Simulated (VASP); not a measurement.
Band structure of ZrAl (relaxed from the NiAs type structure, space group P6_3/mmc). All values below come from PBE GGA, VASP's PBE PAW potentials (set 64) (plane waves; VASP).

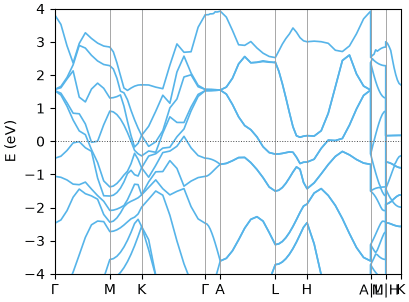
*Bands along high-symmetry lines, zero at the valence-band maximum or, without a gap, the Fermi level*

Read the plot: is there a gap, and where are the band edges?

It has no gap at this level: it comes out as a metal or semimetal. (Edges off the drawn lines would not show.)

The structure was generated: ZrAl was put into the NiAs type type (P6_3/mmc), which need not be its known phase. It was relaxed first, which changed the volume by -36 %.
